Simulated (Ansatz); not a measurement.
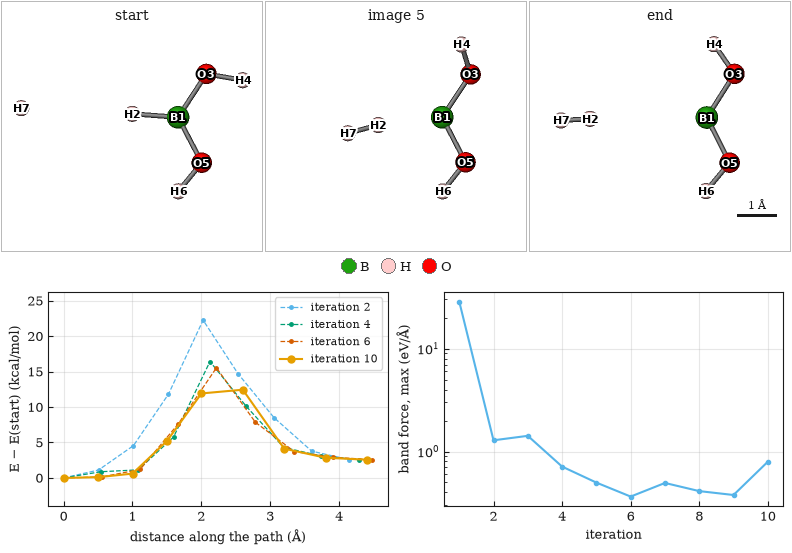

A search for the minimum-energy path of BH4O2 (multiplicity 2), made up at the start of BH₃O₂ and H by the nudged elastic band. Images are numbered from 0 (start) to 8 (end). The plot follows the band through its iterations. A ball-and-stick model, seen at a tilt.

All numbers below come from UKS B3LYP/def2-SVP (Ansatz). Set-up: 7 movable images; climbing image; force threshold 0.05 eV/Å; iteration limit 10; starting path through a guess of the saddle point.

### Did the band converge, and can the barrier be trusted?

The result isn't final. The band hadn't converged when the run stopped after 10 iterations. The largest component of the band force went from 29 to 0.8 eV/Å. The barrier read from it is provisional: over the last two iterations the highest image moved from 13.1 kcal/mol to 12.4 kcal/mol. The iteration limit was low. The first iteration put the highest image at 100.4 kcal/mol. The highest point, image 5, lies 12.4 kcal/mol above the start and 9.9 kcal/mol above the end; the end is at +2.6 kcal/mol relative to the start.

Limits of the set-up: the start holds two separate molecules, 2.9 Å apart at their closest, whose relative position is a soft coordinate and is computed without a dispersion correction.

Cost: 2.2 min on 1 thread of Arm Neoverse V2, with other jobs on the host, peak memory 0.13 GiB.
